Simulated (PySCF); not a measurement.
```xyz
17

C    -0.8277    1.1482    0.6995
B    -1.0655    0.0022   -0.3637
C    -2.4890   -0.1991   -1.0168
C     0.0953   -0.9184   -0.7890
C     1.3248   -0.8528   -0.2987
C     2.6906   -1.2440   -0.1648
C     2.2927   -0.2263    0.6129
C     2.5725    0.7198    1.5673
N     2.7848    1.5209    2.3659
H    -0.6023    0.7217    1.6772
H     0.0271    1.7734    0.4448
H    -1.6860    1.8028    0.8275
H    -2.6303   -1.1749   -1.4765
H    -3.3001   -0.0387   -0.3093
H    -2.6265    0.5440   -1.8036
H    -0.0660   -1.6899   -1.5362
H     3.4988   -1.8769   -0.4463
```

Geometry: GFN2-xTB.

These are results of PBE0/pcSseg-1, SCF density, gas phase, non-relativistic in PySCF 2.14.0, not measurements.

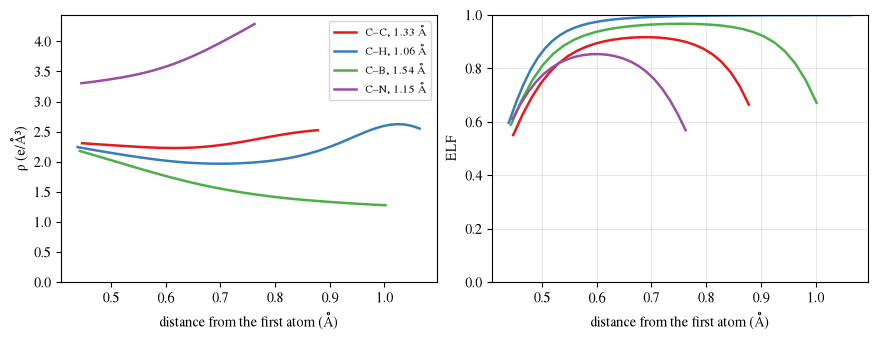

C7H8BN (SMILES CB(C)/C=C1C=C/1C#N). Total electron density and electron localisation function along straight lines between neighbouring atoms. The curves leave out the atomic cores.

What can be read from the curves?

C–C (1.33 Å): the density is about 2.2 e/Å³ at the midpoint; the ELF peaks at about 0.90 between the atoms; a short, multiple covalent bond.
C–H (1.06 Å): the density is about 2.1 e/Å³ at the midpoint; the ELF climbs to about 1 towards the hydrogen, as it does in any bond to H (a covalent bond by its length).
C–B (1.54 Å): the density is about 1.4 e/Å³ at the midpoint; the ELF peaks at about 0.95 between the atoms, as expected for localised, covalent bonding.
C–N (1.15 Å): ρ at the midpoint is about 3.5 e/Å³; the ELF peaks at about 0.85 between the atoms; a short, multiple covalent bond.
